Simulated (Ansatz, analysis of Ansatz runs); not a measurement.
**AlBO3 (R-3c), V_O hop (2.4 Å): attempt frequency at charge 0**

Aim: the prefactor of a hop in AlBO3 (R-3c) (V_O hop (2.4 Å), charge 0) from the modes of the moving atom at the start and at the top of a path found beforehand. Model: a cell of 80 host atoms with 1 O taken out.

Main program and level: Ansatz 0.2.0; plane-wave PAW DFT, PBEsol; finite-difference force constants of the moving atom alone.

### Step 1. The structure

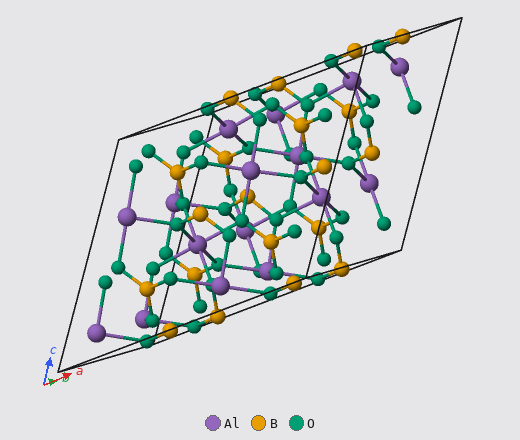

The cell as given, slightly off an axis (aluminium purple, boron orange, oxygen teal). Some periodic images of atoms are drawn too.

The cell holds 79 atoms: 16 Al, 16 B and 47 O. Its edges and angles: a = 10.516 Å, b = 10.516 Å, c = 10.516 Å, α = 50.4°, β = 50.4°, γ = 50.4°. It derives from AlBO3 (space group R-3c). Nearest the centre at fractional (0.702, 0.548, 0.125): B62 at 0.63 Å, O79 at 1.12 Å, O26 at 2.02 Å, Al42 at 2.28 Å, Al21 at 2.31 Å, O45 at 2.40 Å, O67 at 2.44 Å, O46 at 2.47 Å.

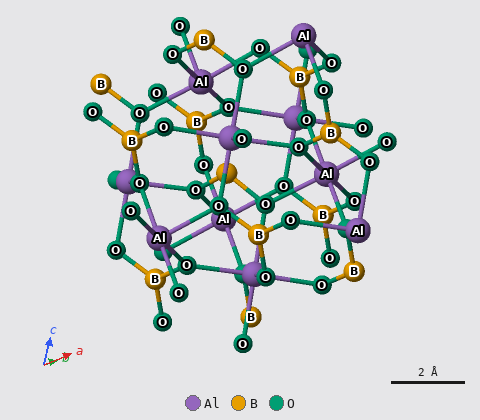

The atoms within 5 Å of the centre.

The cell's shortest repeat is 9.0 Å.

### Step 2. Vibrations of the moving atom at the start point

Harmonic transition-state theory takes the prefactor from the modes at the minimum and at the top. Only the moving atom is displaced, by 0.02 Å, which takes six displaced runs and a reference; the host's atoms are held.

q0.start.modes/input.yaml reads:

```yaml
crystal:
  lattice:
    - [4.47530425, 2.58381811, 9.15826506]
    - [-4.47530425, 2.58381811, 9.15826506]
    - [0.0, -5.16763623, 9.15826506]
  atoms:
    - { symbol: Al, position: [-0.00047925, 0.00061389, 6.878e-05] }
    - { symbol: Al, position: [0.24998913, 0.25083074, 0.24892191] }
    - { symbol: B, position: [0.12443932, 0.1248472, 0.12557196] }
    - { symbol: B, position: [0.37457503, 0.37568078, 0.3750878] }
    - { symbol: O, position: [0.12474155, 0.47136432, 0.27889757] }
    - { symbol: O, position: [0.47016402, 0.28008443, 0.12439377] }
    - { symbol: O, position: [0.22014399, 0.37577835, 0.02854] }
    - { symbol: O, position: [0.37481663, 0.0297063, 0.21985149] }
    - { symbol: O, position: [0.02947237, 0.221075, 0.3745827] }
    - { symbol: O, position: [0.27937945, 0.12572314, 0.47003085] }
    - { symbol: Al, position: [-0.00020165, 0.00052163, 0.49978996] }
    - { symbol: Al, position: [0.24966373, 0.2504691, 0.74973398] }
    - { symbol: B, position: [0.12473661, 0.12575116, 0.62450774] }
    - { symbol: B, position: [0.37474846, 0.37530238, 0.87372783] }
    - { symbol: O, position: [0.12480357, 0.47036024, 0.77961013] }
    - { symbol: O, position: [0.47118474, 0.28229734, 0.62076325] }
    - { symbol: O, position: [0.22000778, 0.37566646, 0.52917529] }
    - { symbol: O, position: [0.37472266, 0.03024335, 0.72028749] }
    - { symbol: O, position: [0.02935377, 0.22105807, 0.87456641] }
    - { symbol: O, position: [0.27937613, 0.12359093, 0.97140114] }
    - { symbol: Al, position: [-0.00168927, 0.50070781, 0.00049457] }
    - { symbol: Al, position: [0.25115037, 0.74976298, 0.24956417] }
    - { symbol: B, position: [0.12473637, 0.62572591, 0.12453137] }
    - { symbol: B, position: [0.3745708, 0.8764391, 0.37497824] }
    - { symbol: O, position: [0.12465296, 0.97064855, 0.27989384] }
    - { symbol: O, position: [0.47356198, 0.7702082, 0.13018583] }
    - { symbol: O, position: [0.22038546, 0.87530139, 0.0293301] }
    - { symbol: O, position: [0.37604914, 0.52932372, 0.2204228] }
    - { symbol: O, position: [0.02932132, 0.72170469, 0.37448598] }
    - { symbol: O, position: [0.27951663, 0.62524512, 0.47008317] }
    - { symbol: Al, position: [-0.00051967, 0.50132928, 0.4994359] }
    - { symbol: Al, position: [0.24995564, 0.75019098, 0.74963104] }
    - { symbol: B, position: [0.12502822, 0.62468048, 0.62541093] }
    - { symbol: B, position: [0.3745499, 0.87558947, 0.87474191] }
    - { symbol: O, position: [0.12473835, 0.97125459, 0.7790053] }
    - { symbol: O, position: [0.47036601, 0.78016282, 0.62499988] }
    - { symbol: O, position: [0.2201082, 0.87570052, 0.52919384] }
    - { symbol: O, position: [0.37509546, 0.52998161, 0.71922871] }
    - { symbol: O, position: [0.02907635, 0.72093938, 0.87495127] }
    - { symbol: O, position: [0.27915272, 0.62561125, 0.97018484] }
    - { symbol: Al, position: [0.50129041, -0.00361498, 0.00114606] }
    - { symbol: Al, position: [0.74797483, 0.25577272, 0.24596873] }
    - { symbol: B, position: [0.62472633, 0.1257512, 0.12450707] }
    - { symbol: B, position: [0.87490589, 0.37516741, 0.37457094] }
    - { symbol: O, position: [0.96994025, 0.28017065, 0.12501138] }
    - { symbol: O, position: [0.71985624, 0.37448047, 0.02751043] }
    - { symbol: O, position: [0.87438902, 0.0310004, 0.22028177] }
    - { symbol: O, position: [0.5295422, 0.2221442, 0.37437899] }
    - { symbol: O, position: [0.77827102, 0.129482, 0.46795725] }
    - { symbol: Al, position: [0.50043237, 0.00020261, 0.49993594] }
    - { symbol: Al, position: [0.74903568, 0.25033318, 0.75005237] }
    - { symbol: B, position: [0.62472617, 0.12712144, 0.62313409] }
    - { symbol: B, position: [0.87489551, 0.37527273, 0.87382889] }
    - { symbol: O, position: [0.62456848, 0.47110538, 0.77863846] }
    - { symbol: O, position: [0.97009578, 0.28023172, 0.6245333] }
    - { symbol: O, position: [0.71994086, 0.37586723, 0.52810899] }
    - { symbol: O, position: [0.87473296, 0.02998324, 0.72000833] }
    - { symbol: O, position: [0.52889567, 0.22049388, 0.87430102] }
    - { symbol: O, position: [0.77911011, 0.12527145, 0.97010003] }
    - { symbol: Al, position: [0.49948338, 0.50081466, -0.00086854] }
    - { symbol: Al, position: [0.7499723, 0.75113261, 0.24944998] }
    - { symbol: B, position: [0.62471922, 0.60787724, 0.14240772] }
    - { symbol: B, position: [0.87472056, 0.87650895, 0.37496985] }
    - { symbol: O, position: [0.62490736, 0.97162887, 0.27915574] }
    - { symbol: O, position: [0.9703202, 0.78007307, 0.12464385] }
    - { symbol: O, position: [0.72072741, 0.8755993, 0.02911072] }
    - { symbol: O, position: [0.87343428, 0.52983759, 0.22093062] }
    - { symbol: O, position: [0.52961126, 0.72276139, 0.37579177] }
    - { symbol: O, position: [0.77930464, 0.62586133, 0.47017745] }
    - { symbol: Al, position: [0.50154103, 0.50428234, 0.49441006] }
    - { symbol: Al, position: [0.74817445, 0.7490946, 0.75389604] }
    - { symbol: B, position: [0.62474476, 0.62574844, 0.62451278] }
    - { symbol: B, position: [0.87491168, 0.87552898, 0.87466458] }
    - { symbol: O, position: [0.6247265, 0.9720315, 0.77821986] }
    - { symbol: O, position: [0.97008569, 0.77884737, 0.62666823] }
    - { symbol: O, position: [0.72057401, 0.8759452, 0.52977093] }
    - { symbol: O, position: [0.87464611, 0.53039409, 0.72056138] }
    - { symbol: O, position: [0.52873264, 0.72114398, 0.87467586] }
    - { symbol: O, position: [0.77588441, 0.6200628, 0.98007944] }
  symmetry: { detect: false }
basis:
  ecutwfc: 420
  xc_grid: 2
hamiltonian:
  xc: pbesol
kpoints:
  mp_grid: { grid: [1, 1, 1], shift: [0.25, 0.25, 0.25] }
scf:
  occupations: { method: fixed }
  max_iter: 150
phonons:
  supercell: [1, 1, 1]
  displaced_sites: [78]
  amplitude: 0.02
```

Started as:

```console
> ansatz run input.yaml --threads 4 --pin off --max-ram 14131MiB --backend cpu --events-out ev --progress --plain --runs-dir out
```

Numbers of over 12 decimals in the logs are rounded to 6 here.

Log:

```text
[... repeated set-up lines and file paths are left out, and long positions are rounded to six places ...]
Engine: ansatz 0.2.0, x86_64-unknown-linux-gnu
Pseudopotentials: kind: paw
Pseudopotential: Al, paw, valence charge 3, recommended cutoff 420 eV (normal), Al.paw.azcp
Pseudopotential: B, paw, valence charge 3, recommended cutoff 420 eV (normal), B.paw.azcp
Pseudopotential: O, paw, valence charge 6, recommended cutoff 420 eV (normal), O.paw.azcp
Functional definition: PBEsol
  exchange = pbesol_x
  correlation = pbesol_c
Crystal: 79 atoms, lattice volume = 635.403 Å³
Basis set: ecut = 420 eV, 12439 PW (Γ), exchange–correlation on 144×144×144 points (8 copies of the dense FFT grid, shifted against one another)
Bands: 268, of which v1, the nominal top of the filled ones, is band 189 counted from 1 (188 counted from 0)
Symmetry: 1 space group operations
k-points: 1
Non-local potential: Al, projectors of the file, l = 0: 2, l = 1: 2, l = 2: 1
Non-local potential: B, projectors of the file, l = 0: 2, l = 1: 2, l = 2: 1
Non-local potential: O, projectors of the file, l = 0: 2, l = 1: 2, l = 2: 1
PAW form: soft (Blöchl's): semilocal exchange-correlation on the pseudo side does not see the compensation charge
PAW frozen core: Al, regenerated for the run's functional, and the local potential with it (the file was generated under x = pbe(κ = 0.804, μ = 0.219515), c = pbe(β = 0.066725))
PAW frozen core: B, regenerated for the run's functional, and the local potential with it (the file was generated under x = pbe(κ = 0.804, μ = 0.219515), c = pbe(β = 0.066725))
PAW frozen core: O, regenerated for the run's functional, and the local potential with it (the file was generated under x = pbe(κ = 0.804, μ = 0.219515), c = pbe(β = 0.066725))
PAW one-centre angular grid: Al, 110 points (default); XC on 64 Gauss nodes
PAW one-centre angular grid: B, 110 points (default); XC on 64 Gauss nodes
PAW one-centre angular grid: O, 110 points (default); XC on 64 Gauss nodes
Initial density: superposition of atomic densities (neutral atoms: chi_scale 0, normalization atom), corrected by the library's trained network
Initial wavefunctions: pseudopotential atomic-orbital guess
Functional: x = pbesol(κ = 0.804, μ = 0.123457), c = pbesol(β = 0.046)
SCF iter   1: F=—  HF=-37290.770070 eV  |F-HF|=—  |Δ(HF+E_count)|=         —  Δρ=1.42e-2  dr2=9.66e-1  ethr=1.77e-3  ⟨swp⟩=5.0  Hψ=938  notcnv=0  defer=76
preconditioner: auto → Resta (q_TF=auto, 2.502 Å⁻¹)  ε∞=3.7  [insulator: Δε(μ)=3.898 eV  Ē_g=17.592 eV  n_scr=180 (ndim 8)  ℏωp=28.6 eV  f_vac=0.000  ε∞_Penn≈3.7]
SCF iter   2: F=—  HF=-37290.476784 eV  |F-HF|=—  |Δ(HF+E_count)|=   2.93e-1  Δρ=2.25e-3  dr2=3.37e-2  ethr=2.56e-4  ⟨swp⟩=2.0  Hψ=432  notcnv=0  defer=76
SCF iter   3: F=—  HF=-37290.473253 eV  |F-HF|=—  |Δ(HF+E_count)|=   3.53e-3  Δρ=1.17e-3  dr2=8.60e-3  ethr=8.93e-6  ⟨swp⟩=3.0  Hψ=333  notcnv=0  defer=77
SCF iter   4: F=—  HF=-37290.472265 eV  |F-HF|=—  |Δ(HF+E_count)|=   9.88e-4  Δρ=1.91e-4  dr2=2.30e-4  ethr=2.28e-6  ⟨swp⟩=3.0  Hψ=343  notcnv=0  defer=77
SCF iter   5: F=—  HF=-37290.472255 eV  |F-HF|=—  |Δ(HF+E_count)|=   1.03e-5  Δρ=1.34e-4  dr2=7.88e-5  ethr=6.10e-8  ⟨swp⟩=2.0  Hψ=386  notcnv=0  defer=77
SCF iter   6: F=—  HF=-37290.472345 eV  |F-HF|=—  |Δ(HF+E_count)|=   8.97e-5  Δρ=2.38e-5  dr2=2.81e-6  ethr=2.08e-8  ⟨swp⟩=2.0  Hψ=372  notcnv=0  defer=73
SCF iter   7: F=—  HF=-37290.471921 eV  |F-HF|=—  |Δ(HF+E_count)|=   4.24e-4  Δρ=5.94e-6  dr2=1.86e-7  ethr=7.44e-10  ⟨swp⟩=2.0  Hψ=392  notcnv=0  defer=72
SCF iter   8: F=—  HF=-37290.471921 eV  |F-HF|=—  |Δ(HF+E_count)|=   2.62e-8  Δρ=2.91e-6  dr2=3.49e-8  ethr=4.92e-11  ⟨swp⟩=2.0  Hψ=386  notcnv=0  defer=72
SCF iter   9: F=—  HF=-37290.471921 eV  |F-HF|=—  |Δ(HF+E_count)|=   5.84e-9  Δρ=5.24e-7  dr2=1.17e-9  ethr=9.23e-12  ⟨swp⟩=2.0  Hψ=378  notcnv=0  defer=72
SCF iter  10: F=-37290.471921 eV  HF=-37290.471921 eV  |F-HF|=1.96e-10  |Δ(HF+E_count)|=  4.44e-10  Δρ=2.46e-7  dr2=2.71e-10  ethr=1.00e-12  ⟨swp⟩=24.0  Hψ=1962  notcnv=0
SCF 1 converged in 10 iterations: F = -37290.471921 eV  dr2 = 2.71e-10
  greatest PAW one-centre occupation: 0.860 electrons in one spin orbital (limit 2), on the O atom at site 67 (counted from 0), in its partial waves of l = 0
Initial density: handed on by an earlier stage of this run
Initial wavefunctions: those handed on with the density
[...]
SCF 2 converged in 8 iterations: F = -37290.467603 eV  dr2 = 1.00e-10
[...]
SCF 3 converged in 6 iterations: F = -37290.467600 eV  dr2 = 2.81e-11
[...]
SCF 4 converged in 9 iterations: F = -37290.466669 eV  dr2 = 3.50e-11
[...]
SCF 5 converged in 7 iterations: F = -37290.466255 eV  dr2 = 9.57e-12
[...]
SCF iter   7: F=—  HF=-37290.469636 eV  |F-HF|=—  |Δ(HF+E_count)|=   3.69e-9  Δρ=2.78e-7  dr2=4.45e-10  ethr=5.93e-12  ⟨swp⟩=2.0  Hψ=372  notcnv=0  defer=70
SCF iter   8: F=—  HF=-37290.469636 eV  |F-HF|=—  |Δ(HF+E_count)|=  1.09e-10  Δρ=1.54e-7  dr2=1.05e-10  ethr=1.00e-12  ⟨swp⟩=4.0  Hψ=781  notcnv=0
SCF iter   9: F=-37290.469636 eV  HF=-37290.469636 eV  |F-HF|=7.28e-12  |Δ(HF+E_count)|=  2.18e-11  Δρ=3.79e-8  dr2=5.85e-12  ethr=1.00e-12  ⟨swp⟩=4.0  Hψ=715  notcnv=0
SCF 6 converged in 9 iterations: F = -37290.469636 eV  dr2 = 5.85e-12
iter 1 solved again at ethr=1.43e-9 eV; its pass at ethr=3.10e-3 eV (dr2=5.42e-6 eV) is discarded
SCF iter   1: F=—  HF=-37290.469480 eV  |F-HF|=—  |Δ(HF+E_count)|=         —  Δρ=5.61e-5  dr2=5.98e-6  ethr=1.43e-9  ⟨swp⟩=3.0  Hψ=919  notcnv=0  defer=70
SCF iter   2: F=—  HF=-37290.469593 eV  |F-HF|=—  |Δ(HF+E_count)|=   1.13e-4  Δρ=2.48e-5  dr2=7.24e-7  ethr=1.43e-9  ⟨swp⟩=2.0  Hψ=376  notcnv=0  defer=70
SCF iter   3: F=—  HF=-37290.469593 eV  |F-HF|=—  |Δ(HF+E_count)|=   2.46e-8  Δρ=1.20e-5  dr2=1.68e-7  ethr=1.91e-10  ⟨swp⟩=2.0  Hψ=372  notcnv=0  defer=70
SCF iter   4: F=—  HF=-37290.469593 eV  |F-HF|=—  |Δ(HF+E_count)|=   1.37e-8  Δρ=8.31e-7  dr2=3.45e-9  ethr=4.44e-11  ⟨swp⟩=2.0  Hψ=372  notcnv=0  defer=70
SCF iter   5: F=—  HF=-37290.469593 eV  |F-HF|=—  |Δ(HF+E_count)|=  2.62e-10  Δρ=5.00e-7  dr2=1.13e-9  ethr=1.00e-12  ⟨swp⟩=2.0  Hψ=376  notcnv=0  defer=70
SCF iter   6: F=-37290.469593 eV  HF=-37290.469593 eV  |F-HF|=2.18e-11  |Δ(HF+E_count)|=  2.55e-10  Δρ=1.08e-7  dr2=5.86e-11  ethr=1.00e-12  ⟨swp⟩=3.0  Hψ=834  notcnv=0
SCF 7 converged in 6 iterations: F = -37290.469593 eV  dr2 = 5.86e-11
SCF converged after 10 iterations
Free energy (F): -37290.471921 eV
Harris-Foulkes:  -37290.471921 eV  (|F-HF|=1.96e-10)
Internal energy: -37290.471921 eV  (E = F + TS)
E sigma→0 (E₀):  -37290.471921 eV
Fermi energy:    8.586428 eV
--- Per-component energies (eV) ---
  E_band       = -64.922580
  E_kinetic    = 9552.025592
  E_local      = -16566.809078  (includes V_loc(G=0)·N_el)
  E_nonlocal   = 2611.636897
  E_hartree    = 5835.380592
  E_xc         = -4593.586935
  E_vxc        = -5509.088626  (∫ρ·V_xc dr)
  E_paw        = -15680.875232  (= ΣΔE_a)
  E_vpaw       = -1823.566727  (= ΣTr[D̂ρ^β])
  E_aug_tail   = 0.119731  (compensation charges beyond the density's cutoff)
  E_ewald      = -18450.563619
  E_core_change = 2.200131  (= ΣΔE_core)
  E_smearing   = -0.000000  (= −TS)
  E_closure    = 0.000000  (closes the sum)
  Σ components = -37290.471921   (vs F -37290.471921, Δ=0.00e0)
--- Forces (eV/Å), atoms counted from 1 ---
  atom   1  Al    -0.00016167    -0.00023925     0.00100378
  atom   2  Al    -0.00059941     0.00028221     0.00154169
  [... 18 atoms left out ...]
  atom  21  Al    -0.00034439    -0.00154203    -0.00085865
  [... 4 atoms left out ...]
  atom  26  O     -0.00320805     0.00064447     0.00000401
  [... 15 atoms left out ...]
  atom  42  Al    -0.00001305     0.00056273    -0.00190010
  [... 2 atoms left out ...]
  atom  45  O      0.00285505     0.00113479     0.00046552
  atom  46  O      0.00100390     0.00178192    -0.00234452
  [... 15 atoms left out ...]
  atom  62  B      0.00153773    -0.00269779     0.00026653
  [... 4 atoms left out ...]
  atom  67  O      0.00024776     0.00077359     0.00172023
  [... 2 atoms left out ...]
  atom  70  Al    -0.00201956    -0.00106477     0.00206473
  atom  71  Al    -0.00129671     0.00043823    -0.00094771
  [... 7 atoms left out ...]
  atom  79  O      0.00096370     0.00377919     0.00125197
  max |Σ_I F_I| component: 1.40e-6 eV/Å
--- Band table (eV) ---
  k-point 0: bands = ["-13.2056", "-12.8155", "-12.2286", "-12.2092", [... 260 left out ...] "20.5515", "20.6467", "20.6721", "20.7259"]
--- Phonons: 6 displaced members + reference (amplitude 0.02 Å, Σ member SCF iterations 45) ---
  symmetry images taken by strict's conditions (phonons.symmetry_images: auto; settled by no image being taken that strict refuses)
  force constants formed among 1 of 79 sites (O 78); the other 78 at rest. The modes move the named sites alone.
  the frequencies, the zero-point energy and the sums are of the block with the acoustic sum rule laid on its rows. Row sums over every site: 3.9e-5 eV/Å² at the most
  transpose residual: 1.3e-2 eV/Å²
  largest component of a force at the reference: 3.8e-3 eV/Å on a named site, 4.0e-3 eV/Å on a site at rest
  frequencies among the named sites at Γ of the cell (cm⁻¹): 404.92 540.92 755.51
  unstable modes among the named sites: 0
  frequencies as built, with no sum rule (cm⁻¹): 404.92 540.92 755.51
  zero-point energy: 0.105471 eV/cell   skipped modes (ω ≤ 0): 0
  not written: the harmonic force-constant file, the file of eigenvectors (these modes' are written with the force constants), the density of states and the dispersion, which are of every site
```

Elapsed: 29 s, on 4 threads of Intel Xeon Platinum 8559C (Emerald Rapids), shared host; peak memory 1.4 GiB.

Numbers from this step:

```yaml
free_energy: -37290.4719 eV
frequencies_of_moving_atom: 404.9, 540.9, 755.5 cm⁻¹ (negative: imaginary)
```

The three modes are 405, 541 and 756 cm⁻¹: all real, a minimum for this atom with the others held.

(Continued in part 2 of 2.)

[Logs are printed without paths, hosts, clocks, repeated set-up lines and the standing remarks that a program may print on its own settings, such as how far it seeks lower states.]

[Hosts, paths, dates, database ids (printed as entryN), source tags and the programs' standing remarks are cut or masked in the printed files.]
